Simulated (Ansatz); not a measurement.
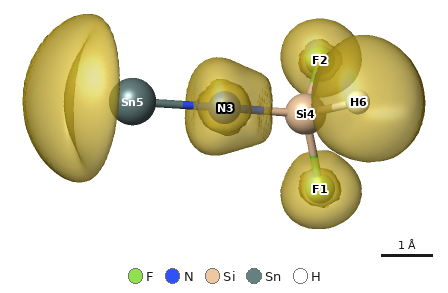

Figure 1: F₂HNSiSn. Isosurface of the electron localisation function at 0.75 (yellow), seen at a tilt. Only the valence region is drawn (cores and ρ < 0.01 e/Å³ removed).

Geometry: B3LYP-D3(BJ)/def2-SVP; core potentials replace the inner electrons of Sn.

All numbers below come from isolated molecule in a Gaussian basis; Kohn-Sham density functional theory, functional PBE0 (Ansatz 0.2.0).

```xyz
6

F     1.1061    1.1960   -3.9156
F     1.3488   -0.1893   -1.7603
N     1.8582    2.4913   -1.6312
Si    0.9058    1.2728   -2.3072
Sn    3.0006    3.8056   -0.9149
H    -0.5415    1.4186   -2.0504
```

Identify the bonds, lone pairs and shells in this picture.

The ELF exceeds this value in one region around a hydrogen nucleus, one region on N in which the atom's valence shell and bonds are merged, one lobe on Sn, pointing away from the bonds (lone pairs) and two regions wrapped around F (the valence shell of each).

Values along the shortest contacts:
Si–F (1.62 Å): the ELF peaks at about 0.85 in the valence shell of F, 0.4 Å from its nucleus, and is about 0.40 at the midpoint. Si–N (1.69 Å): the ELF peaks at about 0.90 between the atoms (a shared but strongly polarised pair).
